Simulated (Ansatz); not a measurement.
# Two runs on BHCl

System: BHCl, multiplicity 2.
Method of run A: UKS wB97M-V/def2-TZVPP (Ansatz 0.2.0).

The geometry: displaced from a GFN2-xTB structure. Text and figures count atoms from 1; the logs count them from 0 in places.

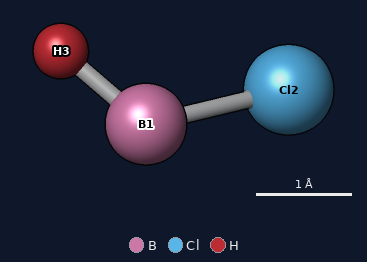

The input geometry (ball-and-stick view, seen at a tilt; atoms are numbered from 1 in the order of the input).

The input, run A:
```yaml
crystal:
  periodic: [false, false, false]
  atoms:
    - {symbol: B, position_ang: [0.067800, -0.499900, -0.033900]}
    - {symbol: Cl, position_ang: [0.919500, 0.816700, 0.610400]}
    - {symbol: H, position_ang: [-0.967200, -0.379900, -0.590800]}
basis:
  gaussian: {orbitals: def2-TZVPP}
magnetization: {spin_polarized: true, initial_magnetization: 1}
hamiltonian: {xc: {name: wB97M-V}}
output: {forces: true}
```

Hardware: 4 CPU threads, shared host.

Output (run A):
```
Functional definition: wB97M-V
  parameter omega = 0.3/bohr
  parameter cx = 0.15
  parameter cx01 = 1.007
  parameter cx10 = 0.259
  parameter css00 = 0.443
  parameter css04 = -1.437
  parameter css10 = -4.535
  parameter css20 = -3.390
  parameter css43 = 4.278
  parameter cos00 = 1.000
  parameter cos10 = 1.358
  parameter cos20 = 2.924
  parameter cos21 = -8.812
  parameter cos60 = -1.390
  parameter cos61 = 9.142
  parameter b = 6.0
  parameter c = 0.01
  gx(w, u) = 1 - cx + cx01*u + cx10*w
  gss(w, u) = css00 + css04*u^4 + css10*w + css20*w^2 + css43*w^4*u^3
  gos(w, u) = cos00 + cos10*w + (cos20 + cos21*u)*w^2 + (cos60 + cos61*u)*w^6
  exchange = spin_sum(e_x_unif_sr(omega)*gx(b97_w, b97_u_x)) + cx*exact_x_sr(omega) + exact_x_lr(omega)
  correlation = spin_sum(e_c_pw_mod_same_spin*gss(b97_w, b97_u_same))
      + integral(e_c_pw_mod_opposite_spin*gos(b97_w_opposite, b97_u_opposite)) + vv10(b, c)
538 factors; their error is unknown
108 factors; integrals over basis functions are off by at most 4.5e-5 eV
mean field evaluation 1: about -13212.7541 eV, gradient 5.9e0 eV
mean field evaluation 2: about -13213.0488 eV, gradient 2.2e0 eV
mean field evaluation 4: about -13213.1064 eV, gradient 3.4e-1 eV
mean field evaluation 8: about -13213.1255 eV, gradient 1.6e-1 eV
mean field evaluation 16: about -13213.1256 eV, gradient 5.1e-5 eV
mean field -13213.12557897 eV, -485.5734088489 hartree, gradient 5.1e-5 eV, S^2 0.751873; 0 other end points of the search recorded, 0 dependent functions left out
the calculation of the forces begins
reference -13213.12561419 eV, -485.5734101434 hartree; 12, 11 occupied and 75, 76 virtual orbitals, 538 factors
Total energy: -13213.12561419 eV, -485.5734101434 hartree
Atom 0 at     0.067800    -0.499900    -0.033900 Å, force    -0.116082    -0.236751    -0.095347 eV/Å
Atom 1 at     0.919500     0.816700     0.610400 Å, force     0.244361     0.292236     0.173617 eV/Å
Atom 2 at    -0.967200    -0.379900    -0.590800 Å, force    -0.128278    -0.055485    -0.078270 eV/Å
Dipole moment:    -0.060499     0.086990    -0.022041 e Å
```

Run B used a changed input.

The two runs side by side:

```csv
quantity,run A,run B
outcome,converged,converged
total energy (hartree),−485.573410,−485.054534
dipole moment (D),0.52,0.51
⟨S²⟩,0.752,0.755
largest force (eV/Å),0.419,0.638
basis functions,87,87
wall time (shared host),1.7 s,11 s
```

Which change of the input explains these differences?

The change (lines with − go, lines with + come):
```diff
-hamiltonian: {xc: {name: wB97M-V}}
+correlation: {method: ccsd_t}
+scf: {omitted_lower_state_checks: [cluster_reference]}
```

The total energies belong to different methods, so their difference says nothing on which is more stable or more accurate. The largest force goes from 0.419 to 0.638 eV/Å.

Output (run B):
```
Functional definition: HF
  exchange = exact_x
  correlation = 0
these checks for a lower state are left out or cut short: cluster_reference
519 factors; integrals over basis functions are off by at most 1.4e-3 eV
mean field evaluation 1: about -13189.7196 eV, gradient 8.5e0 eV
mean field evaluation 2: about -13189.7214 eV, gradient 8.5e0 eV
mean field evaluation 4: about -13190.6758 eV, gradient 1.8e0 eV
mean field evaluation 8: about -13190.7279 eV, gradient 3.2e-3 eV
mean field -13190.72791762 eV, -484.7503099762 hartree, gradient 5.8e-6 eV, S^2 0.755133; 0 other end points of the search recorded, 0 dependent functions left out
6 core orbitals not correlated: weight in the atoms' cores, before any rotation towards them, 1.000 or more for the frozen orbitals, at most 0.000 for the correlated occupied ones
reference -13190.72791762 eV, -484.7503099762 hartree; 6, 5 occupied and 75, 76 virtual orbitals, 519 factors
second order -7.20371275 eV of doubles, -0.00000000 eV of singles
cycle   1  -7.70401896 eV  change   -5.0e-1 eV  update   6.1e-2
cycle   2  -7.90803254 eV  change   -2.0e-1 eV  update   2.1e-2
cycle   3  -7.95061177 eV  change   -4.3e-2 eV  update   1.2e-2
cycle   4  -7.94580560 eV  change    4.8e-3 eV  update   4.6e-3
cycle   5  -7.94608320 eV  change   -2.8e-4 eV  update   1.5e-3
cycle   6  -7.94623857 eV  change   -1.6e-4 eV  update   5.2e-4
cycle   7  -7.94631015 eV  change   -7.2e-5 eV  update   2.0e-4
cycle   8  -7.94634584 eV  change   -3.6e-5 eV  update   7.0e-5
cycle   9  -7.94633093 eV  change    1.5e-5 eV  update   2.2e-5
cycle  10  -7.94633243 eV  change   -1.5e-6 eV  update   7.1e-6
cycle  11  -7.94633412 eV  change   -1.7e-6 eV  update   2.6e-6
cycle  12  -7.94633365 eV  change    4.7e-7 eV  update   9.9e-7
cycle  13  -7.94633355 eV  change    1.0e-7 eV  update   3.8e-7
perturbative correction -0.33201539 eV, -0.0122013404 hartree
the calculation of the forces begins
Total energy: -13199.00626656 eV, -485.0545336883 hartree
Atom 0 at     0.067800    -0.499900    -0.033900 Å, force    -0.145270    -0.430500    -0.136962 eV/Å
Atom 1 at     0.919500     0.816700     0.610400 Å, force     0.350743     0.467853     0.255561 eV/Å
Atom 2 at    -0.967200    -0.379900    -0.590800 Å, force    -0.205473    -0.037353    -0.118599 eV/Å
Dipole moment:    -0.061834     0.081890    -0.023450 e Å
Checks for a lower state left out: cluster_reference
```
